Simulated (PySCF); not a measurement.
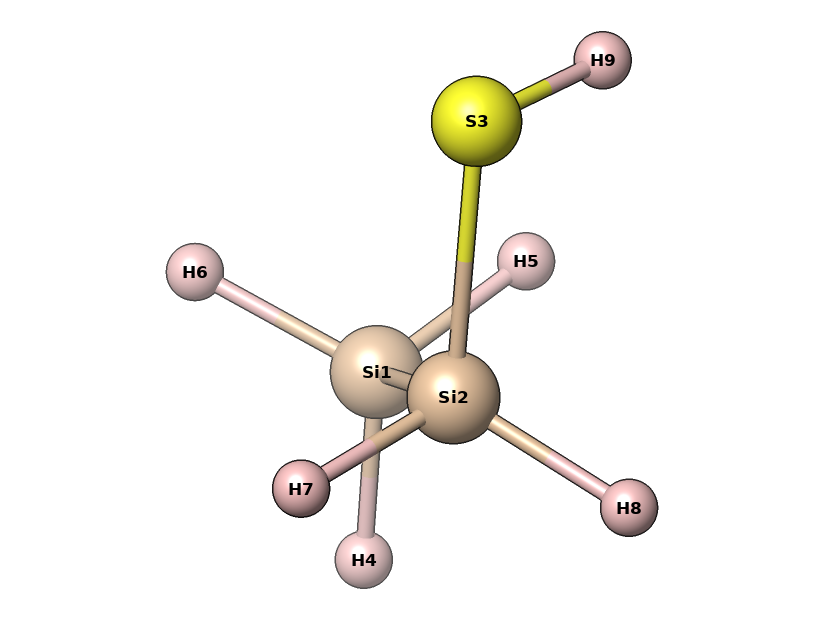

Si1 lies behind Si2. The molecule seen a little off the Si2–Si1 bond, Si2 in front. Atoms fade into the background with distance from the viewer. The geometry was computed by an optimisation with PBE0-D3(BJ)/def2-SVP. No frequency run is at hand to confirm it as a minimum.

### What is the torsion angle S3–Si2–Si1–H4? The sign is positive where the front bond must turn clockwise to cover the back bond.

178°, antiperiplanar (anti). The bonds about Si2–Si1 are staggered.
